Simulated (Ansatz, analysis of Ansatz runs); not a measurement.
**Li2MnO3 (C2/m): does an added hole stay on Mn?**

Aim: the energy barrier that a trapped hole meets when it moves from one Mn atom to another one nearby in Li2MnO3 (C2/m). The model is a cell of 96 host atoms.

Calculated with Ansatz 0.2.0; plane-wave PAW DFT, PBEsol+U; relaxation of all atoms of a supercell at fixed charge in a uniform background; PAW set soft_1.

## Step 1: Starting point

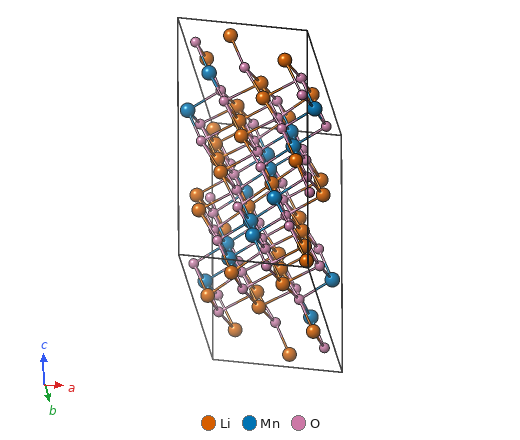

Start, viewed from a free direction; lithium orange, manganese blue, oxygen pink. Some periodic images of atoms are drawn too.

The cell holds 96 atoms: 32 Li, 16 Mn and 48 O. Cell: a = 11.765 Å, b = 10.274 Å, c = 11.765 Å, α = 127.4°, β = 87.1°, γ = 126.5°. It derives from Li2MnO3 (space group C2/m). Nearest the centre at fractional (0.125, 0.125, 0.250): O67 at 1.27 Å, O87 at 1.27 Å, Mn41 at 1.42 Å, Mn33 at 1.42 Å, O74 at 2.44 Å, O89 at 2.44 Å, O57 at 2.44 Å, O49 at 2.44 Å.

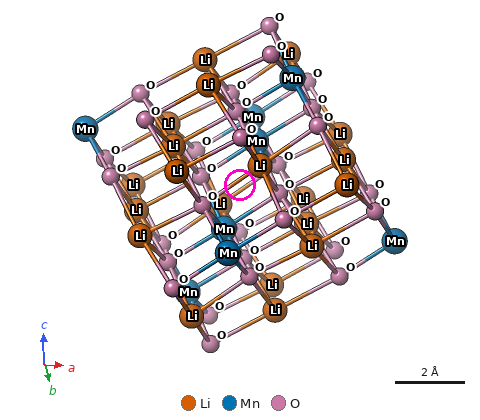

The atoms within 5 Å of the centre. A ring marks the centre wherever it is empty.

Hubbard terms: Mn d 4.0 eV. They were chosen, not fitted, to curb self-interaction in the shells named, the trial site's among them. The two sites are Mn41 and Mn33. The cell's shortest repeat is 9.9 Å. The host's moments were started ferromagnetic, high spin; both sites carry the same spin direction.

## Step 2: The cell without the carrier

The neutral cell is relaxed first, from small random displacements, so that bond lengths and moments with the carrier can be set beside those of a relaxed cell without it.

Contents of neutral.relax/input.yaml:

```yaml
crystal:
  lattice:
    - [-6.59624424, 8.52410662, 4.71522428]
    - [3.26296298, -8.52410662, 4.71677349]
    - [6.59624424, 8.52410662, -4.71522428]
  atoms:
    - { symbol: Li, position: [0.0, 0.25, 0.25] }
    - { symbol: Li, position: [0.0, 0.75, 0.75] }
    - { symbol: Li, position: [0.25, 0.0, 0.25] }
    - { symbol: Li, position: [0.25, 0.5, 0.75] }
[... 4 atom lines left out ...]
    - { symbol: Li, position: [0.0, 0.0, 0.5] }
    - { symbol: Li, position: [0.0, 0.5, 0.0] }
    - { symbol: Li, position: [0.25, 0.25, 0.0] }
    - { symbol: Li, position: [0.25, 0.75, 0.5] }
[... 1 atom line left out ...]
    - { symbol: Li, position: [0.5, 0.5, 0.5] }
[... 1 atom line left out ...]
    - { symbol: Li, position: [0.75, 0.75, 0.0] }
[... 1 atom line left out ...]
    - { symbol: Li, position: [0.080618, 0.75, 0.330618] }
[... 1 atom line left out ...]
    - { symbol: Li, position: [0.330618, 0.5, 0.330618] }
[... 2 atom lines left out ...]
    - { symbol: Li, position: [0.830618, 0.0, 0.330618] }
    - { symbol: Li, position: [0.830618, 0.5, 0.830618] }
[... 1 atom line left out ...]
    - { symbol: Li, position: [0.169382, 0.5, 0.169382] }
    - { symbol: Li, position: [0.419382, 0.25, 0.169382] }
    - { symbol: Li, position: [0.419382, 0.75, 0.669382] }
[... 3 atom lines left out ...]
    - { symbol: Li, position: [0.919382, 0.75, 0.169382] }
    - { symbol: Mn, position: [0.08355, 0.0, 0.08355], spin: 3.0 }
    - { symbol: Mn, position: [0.08355, 0.5, 0.58355], spin: 3.0 }
    - { symbol: Mn, position: [0.33355, 0.25, 0.58355], spin: 3.0 }
[... 5 atom lines left out ...]
    - { symbol: Mn, position: [0.16645, 0.25, 0.41645], spin: 3.0 }
    - { symbol: Mn, position: [0.16645, 0.75, 0.91645], spin: 3.0 }
[... 4 atom lines left out ...]
    - { symbol: Mn, position: [0.91645, 0.0, 0.91645], spin: 3.0 }
[... 1 atom line left out ...]
    - { symbol: O, position: [0.113951, 0.223895, 0.109944] }
[... 1 atom line left out ...]
    - { symbol: O, position: [0.363951, 0.473895, 0.609944] }
    - { symbol: O, position: [0.363951, 0.973895, 0.109944] }
[... 4 atom lines left out ...]
    - { symbol: O, position: [0.136049, 0.026105, 0.390056] }
[... 4 atom lines left out ...]
    - { symbol: O, position: [0.636049, 0.526105, 0.390056] }
    - { symbol: O, position: [0.886049, 0.276105, 0.390056] }
    - { symbol: O, position: [0.886049, 0.776105, 0.890056] }
    - { symbol: O, position: [0.023176, 0.489273, 0.287788] }
[... 1 atom line left out ...]
    - { symbol: O, position: [0.273176, 0.239273, 0.287788] }
[... 4 atom lines left out ...]
    - { symbol: O, position: [0.773176, 0.739273, 0.287788] }
    - { symbol: O, position: [0.048515, 0.260727, 0.533903] }
    - { symbol: O, position: [0.048515, 0.760727, 0.033903] }
[... 3 atom lines left out ...]
    - { symbol: O, position: [0.548515, 0.760727, 0.533903] }
    - { symbol: O, position: [0.798515, 0.010727, 0.033903] }
[... 2 atom lines left out ...]
    - { symbol: O, position: [0.226824, 0.760727, 0.212212] }
[... 1 atom line left out ...]
    - { symbol: O, position: [0.476824, 0.510727, 0.212212] }
[... 2 atom lines left out ...]
    - { symbol: O, position: [0.976824, 0.010727, 0.212212] }
[... 1 atom line left out ...]
    - { symbol: O, position: [0.201485, 0.489273, 0.466097] }
    - { symbol: O, position: [0.201485, 0.989273, 0.966097] }
    - { symbol: O, position: [0.451485, 0.239273, 0.466097] }
[... 1 atom line left out ...]
    - { symbol: O, position: [0.701485, 0.489273, 0.966097] }
[... 2 atom lines left out ...]
    - { symbol: O, position: [0.951485, 0.739273, 0.466097] }
basis:
  ecutwfc: 420
  xc_grid: 2
hamiltonian:
  xc: pbesol
  hubbard:
    sites: [{ species: Mn, l: d, u_eff: 4.0 }]
    projectors: ortho-atomic
  pseudopotentials: { kind: paw, azcp: { folder: soft_1 }, xc_functional: pbe }
kpoints:
  mp_grid: { grid: [1, 1, 1] }
magnetization:
  spin_polarized: true
  initial_magnetization: 48
  spin_locking: { lock_magnetization: hard }
scf:
  occupations: { method: fermi_dirac, width: 0.01 }
  max_iter: 120
  lower_state_search: "off"
output:
  forces: true
relax:
  f_tol: 0.02
  max_steps: 70
  random_displacement: { amplitude: 0.04, seed: 2484 }
checkpoint:
  write: "../neutral.relax.run"
  compress: false
  write_wavefunctions: true
  write_every: 100000
```

The run is started by

```
> ansatz run input.yaml --threads 32 --pin off --max-ram 84787MiB --backend cuda --events-out ev --progress --plain --runs-dir out --max-vram 78GiB
```

Numbers of over 12 decimals in the logs are rounded to 6 here.

The program printed:

```text
[... repeated set-up lines and file paths are left out, and long positions are rounded to six places ...]
Engine: ansatz 0.2.0, aarch64-unknown-linux-gnu
Pseudopotentials: kind: paw
Pseudopotential: Li, paw, valence charge 3, recommended cutoff 420 eV (normal), soft_1/Li.paw.azcp
Pseudopotential: Mn, paw, valence charge 15, recommended cutoff 420 eV (normal), soft_1/Mn.paw.azcp
Pseudopotential: O, paw, valence charge 6, recommended cutoff 420 eV (normal), soft_1/O.paw.azcp
Functional definition: PBEsol
  exchange = pbesol_x
  correlation = pbesol_c
[...]
Crystal: 96 atoms, lattice volume = 792.718 Å³
Basis set: ecut = 420 eV, 15497 PW (Γ), exchange–correlation on 160×144×160 points (8 copies of the dense FFT grid, shifted against one another)
Bands: 432, of which v1, the nominal top of the filled ones, is band 312 counted from 1 (311 counted from 0)
Symmetry: 1 space group operations
k-points: 1
Non-local potential: Li, projectors of the file, l = 0: 3, l = 1: 2, l = 2: 1
Non-local potential: Mn, projectors of the file, l = 0: 3, l = 1: 2, l = 2: 3, l = 3: 1
Non-local potential: O, projectors of the file, l = 0: 2, l = 1: 2, l = 2: 1
PAW form: soft (Blöchl's): semilocal exchange-correlation on the pseudo side does not see the compensation charge
PAW frozen core: Mn, regenerated for the run's functional, and the local potential with it (the file was generated under x = pbe(κ = 0.804, μ = 0.219515), c = pbe(β = 0.066725))
[...]
--- Per-component energies (eV) ---
  E_band       = -7796.284108
  E_kinetic    = 13703.569920
  E_local      = -63778.735907  (includes V_loc(G=0)·N_el)
  E_nonlocal   = 9072.055381
  E_hartree    = 24119.196864
  E_xc         = -5454.001419
  E_vxc        = -7006.362985  (∫ρ·V_xc dr)
  E_hubbard    = 40.533194  (on-site DFT+U / exact-exchange correction)
  E_vhub       = -81.768829  (the Hubbard potential's part of the band-sum identity)
  E_paw        = -28889.290123  (= ΣΔE_a)
  E_vpaw       = -7943.474301  (= ΣTr[D̂ρ^β])
  E_aug_tail   = 0.046524  (compensation charges beyond the density's cutoff)
  E_ewald      = -44165.286452
  E_core_change = 4.408229  (= ΣΔE_core)
  E_smearing   = -0.000000  (= −TS)
  E_closure    = 0.000000  (closes the sum)
  Σ components = -95347.503788   (vs F -95347.503788, Δ=0.00e0)
--- Forces (eV/Å), atoms counted from 1 ---
  atom   1  Li     0.00008063     0.00064713    -0.00007116
  atom   2  Li     0.00127589    -0.00010168    -0.00036958
  atom   3  Li     0.00048580    -0.00005641     0.00033174
  [... 3 atoms left out ...]
  [... 90 more lines of this table ...]
  max |Σ_I F_I| component: 4.84e-5 eV/Å
--- Band table (eV) ---
  k-point 0 ↑: bands = ["-73.5822", "-73.5803", "-73.5802", "-73.5775", "-73.5773", "-73.5773", "-73.5771", "-73.5768", "-73.5727", [... rest cut ...]
  k-point 0 ↓: bands = ["-70.1453", "-70.1432", "-70.1432", "-70.1400", "-70.1399", "-70.1398", "-70.1396", "-70.1394", "-70.1346", [... rest cut ...]
Occupation matrices written to <dir>
--- Relaxed structure (4 steps of the walk, 4 accepted, 0 SCFs on fresh bases) ---
  F+E_penalty+E_count = -95347.50378763 eV   max|allowed force component| = 2.273e-3 eV/Å
  atoms:
    - { symbol: Li, position: [0.000134, 0.249804, 0.249679] }
    - { symbol: Li, position: [0.000182, 0.749828, 0.749678] }
    - { symbol: Li, position: [0.250183, -0.000158, 0.249699] }
    [... 3 atoms left out ...]
  [... 90 more lines of this table ...]
[key lines of the parts left out:]
SCF converged after 9 iterations
Magnetization: 48.0000 μB (336.0000 up, 288.0000 down)
Free energy (F): -95347.503788 eV
Fermi energy:    8.422977 (↑ 8.422977, ↓ 8.792024) eV
```

The job ended after 5.5 s (1 × NVIDIA GB200 with 32 threads of Arm Neoverse V2, shared host; peak memory 1.7 GiB).

The largest displacement from an ideal site is 0.002 Å.

(Part 1 of 2 ends here.)

[Logs are printed without paths, hosts, clocks, repeated set-up lines and the standing remarks that a program may print on its own settings, such as how far it seeks lower states.]

[Hosts, paths, dates, database ids (printed as entryN), source tags and the programs' standing remarks are cut or masked in the printed files.]
